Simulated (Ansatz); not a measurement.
**F4Hf···PH3: density, localisation and related maps**

```yaml
atoms:
  - { symbol: Hf, position_ang: [0.1291, -0.1116, -0.0021] }
  - { symbol: F, position_ang: [0.2808, 0.1972, 1.9191] }
  - { symbol: F, position_ang: [1.8908, -0.0697, -0.7205] }
  - { symbol: F, position_ang: [-0.8425, 1.2832, -0.8735] }
  - { symbol: F, position_ang: [-0.6000, -1.8274, -0.4143] }
  - { symbol: P, position_ang: [-3.2186, 0.1128, 1.7117] }
  - { symbol: H, position_ang: [-3.0344, 0.0316, 0.2901] }
  - { symbol: H, position_ang: [-3.0540, -1.2999, 1.8873] }
  - { symbol: H, position_ang: [-1.8401, 0.3716, 1.9741] }
```

Core potentials replace the inner electrons of Hf; not at a stationary point (largest force 0.9 eV/Å).

Method: Ansatz, RKS r2SCAN-D4/def2-SVP.

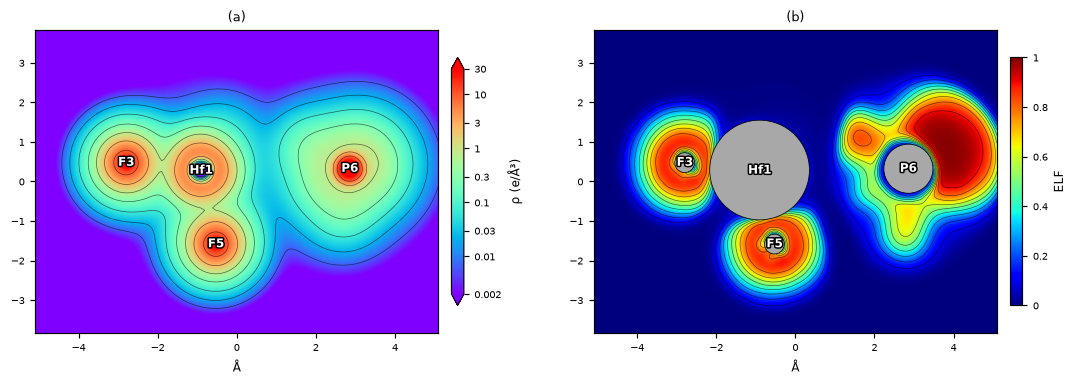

Figure 1. (a) electron density; (b) ELF on the plane of atoms F3, Hf1 and F5. Grey discs cover the atomic cores in the ELF map.

What does the map show?

- The plane passes through Hf, F and P nuclei.
- Hf–F (1.90 Å): the density is about 0.89 e/Å³ at the midpoint; the ELF peaks at about 0.85 in the valence shell of F, 0.5 Å from its nucleus, and drops to about 0.25 between the two atoms.
- The ELF also peaks beside P6, away from the bonds: lone-pair regions.

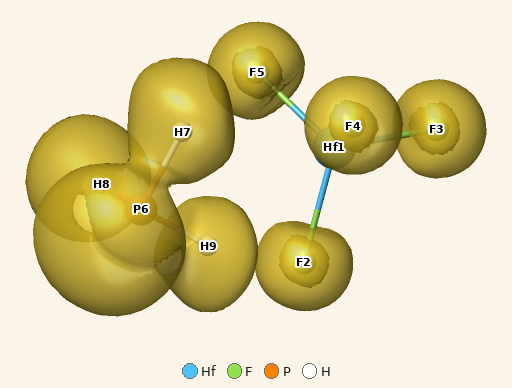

Figure 2. Isosurface of the electron localisation function at 0.75 (yellow), seen at a tilt. Only the valence region is drawn (cores and ρ < 0.01 e/Å³ removed).

Identify the bonds, lone pairs and shells in this picture.

The ELF exceeds this value in four regions wrapped around F (the valence shell of each) and one joined region spread over several atoms (H, P), in which their bonds and any lone pairs are merged.


Hf1···H9 (2.83 Å): the ELF dips to about 0.05 between them.

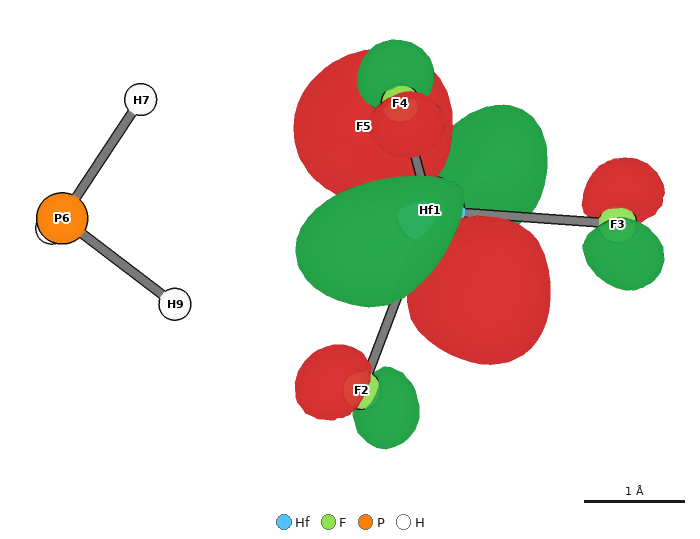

Figure 3. The LUMO at ±0.15 Å⁻³ᐟ² (green and red are the two phases), seen across its widest extent.

Where does this orbital lie, and at what energy?

It lies mainly on Hf1 (about 75 %), F3 (about 5 %), F2 (about 5 %) and F5 (about 5 %). Its energy is −1.60 eV.

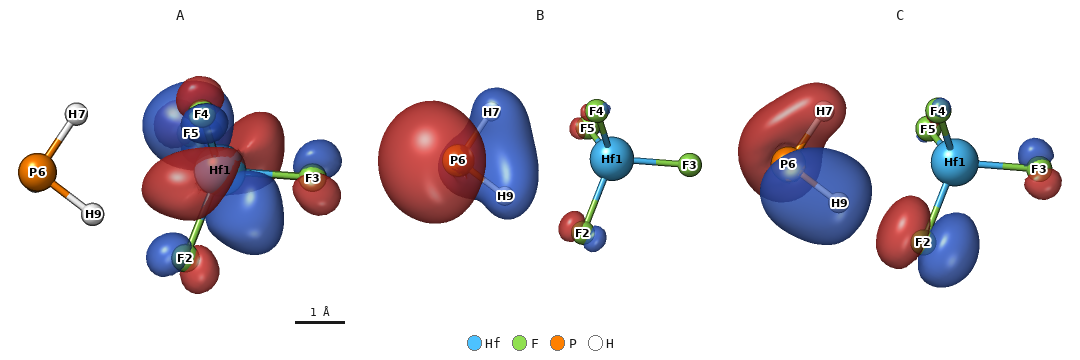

Figure 4. Three frontier orbitals at ±0.1 Å⁻³ᐟ² (red and blue are the two phases), in no order.

Order the three orbitals by energy and name them.

C is the HOMO−1 (−9.81 eV). Its weight (Hirshfeld) is mainly on P6 (about 35 %), F2 (about 35 %), H9 (about 15 %) and H8 (about 10 %). B is the HOMO (−7.37 eV). Its weight (Hirshfeld) is mainly on P6 (about 80 %); largely a lone pair of P6. A is the LUMO (−1.60 eV). Its weight (Hirshfeld) is mainly on Hf1 (about 75 %), F3 (about 5 %), F2 (about 5 %) and F5 (about 5 %).

What is the HOMO–LUMO gap?

5.77 eV between the orbital energies.
